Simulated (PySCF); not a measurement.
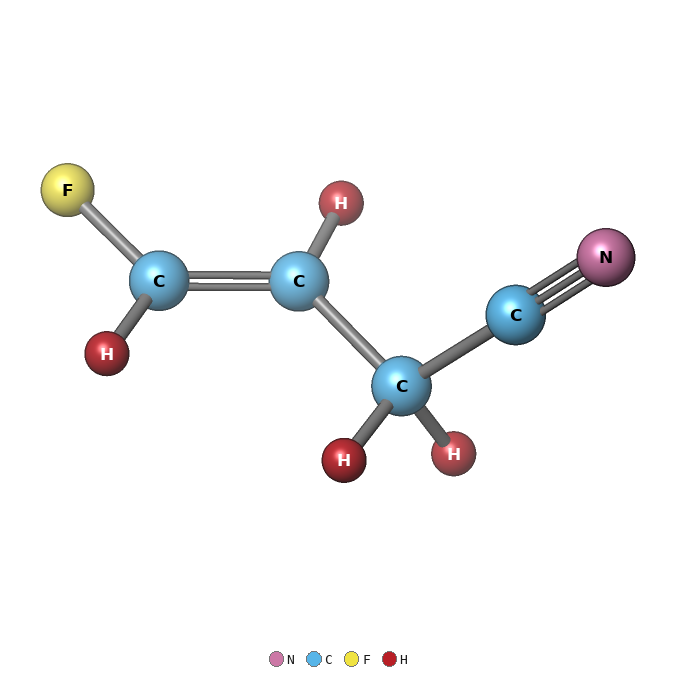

Orthographic view. Distant atoms are faded towards the background colour. The computed structure is the end point of a PBE0-D3(BJ)/def2-SVP optimisation. No frequency run is at hand to confirm it as a minimum.

Give the standard InChI.

Answer. InChI=1S/C4H4FN/c5-3-1-2-4-6/h1,3H,2H2/b3-1+
